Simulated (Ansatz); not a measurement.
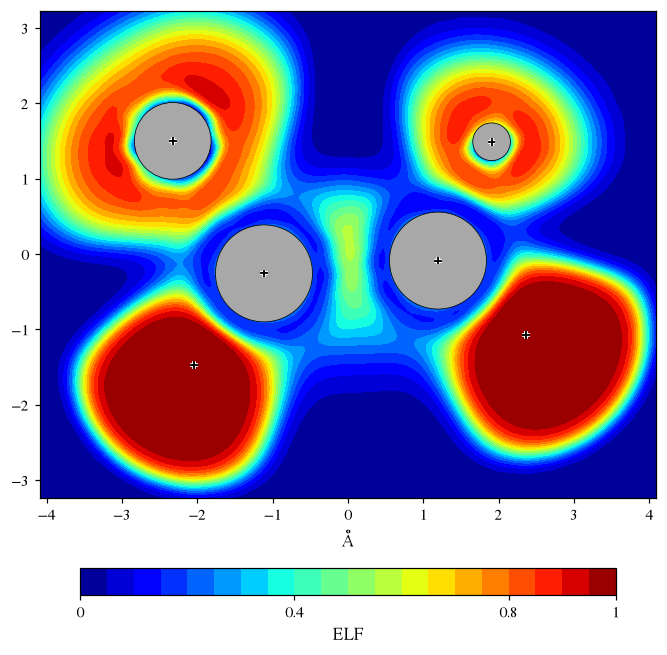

The ELF on a plane through atoms (crosses mark nuclei in the plane; grey discs cover the cores).

Method: Ansatz, RKS PBE0-D4/def2-TZVPP.

Candidates:
A. BFGaH6NSi (SMILES N[SiH]([GaH2])BF)
B. ClFGe2H2O (SMILES [F][GeH]1[O][GeH]1[Cl])
C. CH6BGaO (SMILES BC[O][GaH2])

Question: Which candidate gave the map?

Answer: Candidate B: ClFGe2H2O on the plane of atoms Ge2, Ge4 and Cl5, which holds F, Ge, Cl and H. Ge–F (1.73 Å): the ELF peaks at about 0.85 in the valence shell of F, 0.6 Å from its nucleus, and is about 0.20 at the midpoint. Ge–Cl (2.13 Å): the ELF peaks at about 0.80 in the valence shell of Cl, 0.9 Å from its nucleus, and is about 0.65 at the midpoint.
